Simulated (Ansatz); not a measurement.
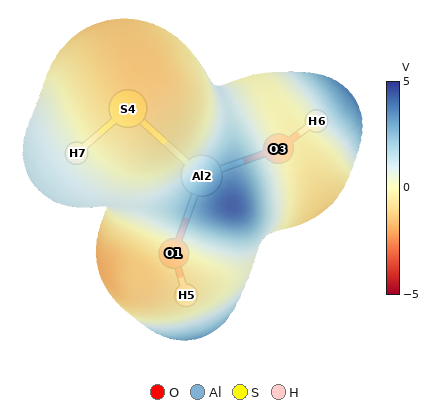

Figure 1: AlH3O2S (SMILES [OH][Al]([OH])[SH]). The molecular electrostatic potential painted on the density surface at 0.004 e/bohr³, seen at a tilt; red is negative and blue positive.

All numbers below come from RKS PBE0/6-31G in Ansatz.

```yaml
atoms:
  - { symbol: O, position_ang: [-0.9528, 1.1155, 0.6498] }
  - { symbol: Al, position_ang: [0.0609, -0.1001, 0.0366] }
  - { symbol: O, position_ang: [-0.3264, -1.0787, -1.2705] }
  - { symbol: S, position_ang: [2.0159, -0.3417, 1.1026] }
  - { symbol: H, position_ang: [-1.7987, 1.5453, 0.5382] }
  - { symbol: H, position_ang: [-0.2749, -1.7442, -1.9458] }
  - { symbol: H, position_ang: [1.8249, 0.6479, 2.0359] }
```

Q: Describe the electrostatic potential map.

A: The most negative region (about −1.8 V) lies over O1, the most positive (about +4.3 V) over Al2. O1 is the likeliest acceptor of a hydrogen bond.
